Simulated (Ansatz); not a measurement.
The figure comes from a scan of SiC (zinc blende): a phonon pattern at X = (0.5, 0.5, 0.0) is frozen into a 4-atom cell, Q being the largest atomic displacement. Method: PBE (plane waves to 420 eV, PAW, scalar-relativistic; Ansatz, a program for electronic structure). k mesh 13×13×13 (Γ-centred), Fermi-Dirac smearing 0.05 eV. SiC was relaxed with its symmetry unable to fall. The PAW data are Ansatz's earlier set. 

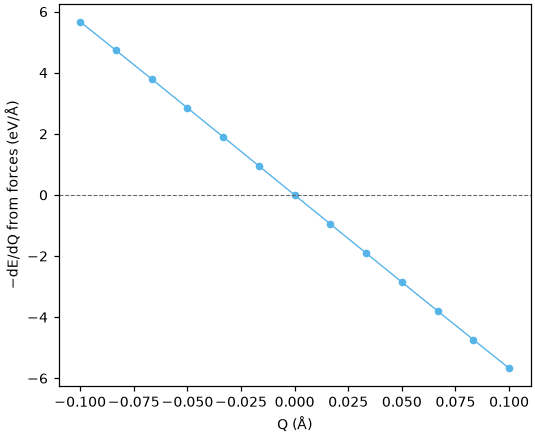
*−dE/dQ from forces (eV/Å) against Q (Å); one marker a computed point.*

Question: Turn the plot into a table (rounded to what can be read).

Answer: To the nearest 0.2:

| Q (Å) | −dE/dQ from forces (eV/Å) |
|---|---|
| -0.100 | 5.6 |
| -0.083 | 4.8 |
| -0.067 | 3.8 |
| -0.050 | 2.8 |
| -0.033 | 2.0 |
| -0.017 | 1.0 |
| 0.000 | 0.0 |
| 0.017 | -1.0 |
| 0.033 | -2.0 |
| 0.050 | -2.8 |
| 0.067 | -3.8 |
| 0.083 | -4.8 |
| 0.100 | -5.6 |

(A displaced cell: forces are minus the slopes of the energy, force constants its curvatures, and phonons follow from these.)
